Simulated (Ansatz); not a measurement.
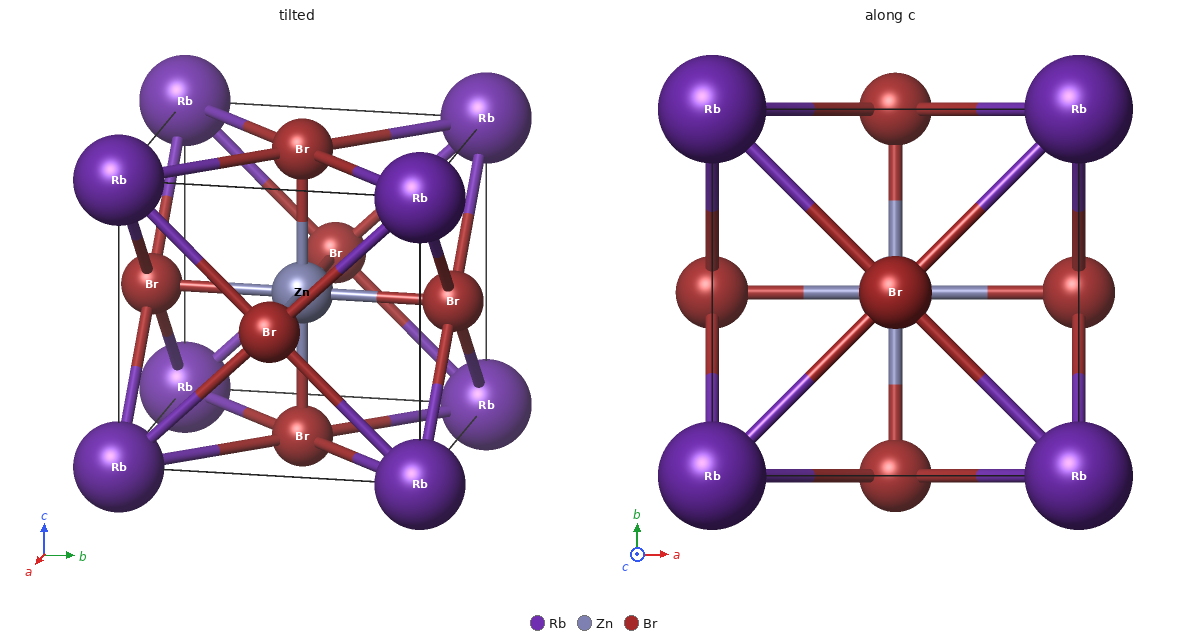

The image is a ball-and-stick drawing of a crystal, viewed slightly off an axis and along the c axis. Atoms at the boundary of the conventional unit cell (the box) are drawn once for each face, edge or corner they touch.

RbZnBr3, space group P4/mmm (No. 123), a = 5.354 Å, b = 5.354 Å, c = 5.160 Å, α = 90.00°, β = 90.00°, γ = 90.00°. Starting structure: a structure type filled with these elements by a generator (whether the compound takes this form wasn't checked). The cell was then strained or its atoms displaced on purpose. A calculation with Ansatz used it as input.

This one geometry was computed with Ansatz (DFT, plane waves, PAW) at three levels of theory: r2SCAN, HSE06 and PBE. It was relaxed with r2SCAN and then strained.

**How does the band gap change with the level of theory?**

PBE: a gap of 0.14 eV, indirect; r2SCAN: a gap of 0.71 eV, indirect; HSE06: a gap of 1.33 eV, indirect.

**Collect the results in a table.**

| level | cutoff (eV) | k-mesh of the run's cell | gap (eV) | pressure (GPa) |
| --- | --- | --- | --- | --- |
| r2SCAN | 500 | 6×6×6 | 0.71 | -0.6 |
| HSE06 | 420 | 4×4×4 | 1.33 | -0.1 |
| PBE | 420 | 6×6×6 | 0.14 | 0.6 |

Gaps are taken on the k-mesh or band path of each run.
